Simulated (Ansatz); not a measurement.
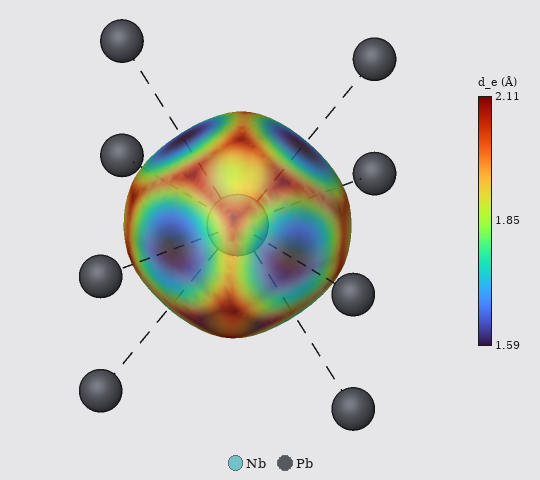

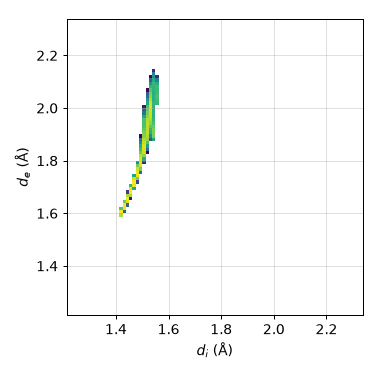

Hirshfeld surface computed for one Nb atom in NbPb (P4/mmm), coloured by d_e. Dashed lines lead to the closest neighbours outside. The second picture is its fingerprint plot, coloured by area on a logarithmic scale (dark little, yellow much).

The surface is where the fragment's share of the procrystal density (the sum of the densities of spherically averaged neutral Hartree-Fock atoms) equals one half. d_i and d_e are the distances from the surface to the nearest nucleus inside and outside. From Rb on the atoms have core potentials, so only their outer electrons count.

Origin of the cell: coordinates from a relaxation with DFT, r2SCAN, PAW with Ansatz's default frozen-core files, scalar-relativistic (Ansatz); the starting structure was generated, so it need not be a known form of this composition.

```cif
data_structure
_symmetry_space_group_name_H-M 'P4/mmm'
_symmetry_Int_Tables_number 123
_cell_length_a 3.4224
_cell_length_b 3.4224
_cell_length_c 3.5731
_cell_angle_alpha 90.000
_cell_angle_beta 90.000
_cell_angle_gamma 90.000
_cell_volume 41.85
loop_
_atom_site_label
_atom_site_type_symbol
_atom_site_symmetry_multiplicity
_atom_site_Wyckoff_symbol
_atom_site_fract_x
_atom_site_fract_y
_atom_site_fract_z
_atom_site_occupancy
Nb1 Nb 1 a 0.00000 0.00000 0.00000 1
Pb1 Pb 1 d 0.50000 0.50000 0.50000 1
```

**What is the shortest distance from the fragment to an atom outside it?**

Nb–Pb, 3.01 Å.

**How is the surface shared among contacts (nearest atom inside ··· nearest atom outside)?**

Nb···Pb 84 %, Nb···Nb 16 %. The surface faces 12 neighbours with more than 2 % of its area each: 8 Pb + 4 Nb.

**Give the size and shape of the surface.**

It encloses about 14.1 Å³, has an area of about 28 Å² and a globularity of 0.99 (1 for a sphere).

**Where does the fingerprint reach closest to the origin?**

The smallest d_i + d_e is about 3.0 Å, which belongs to the shortest contact, Nb···Pb at 3.01 Å; d_e runs from 1.59 to 2.11 Å.
